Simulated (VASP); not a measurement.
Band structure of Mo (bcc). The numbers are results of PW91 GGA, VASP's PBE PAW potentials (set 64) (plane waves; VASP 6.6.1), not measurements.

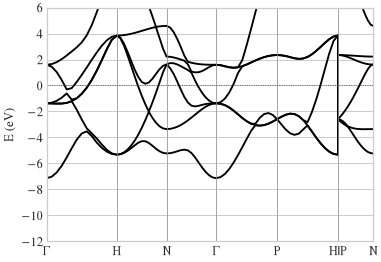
Figure. Bands along high-symmetry lines, zero at the valence-band maximum or, without a gap, the Fermi level

### Question
Read the plot: is there a gap, and where are the band edges?

### Answer
It has no gap at this level: it comes out as a metal or semimetal. (Edges off the drawn lines would not show.)

The compound is Mo in the bcc structure. It was relaxed first.
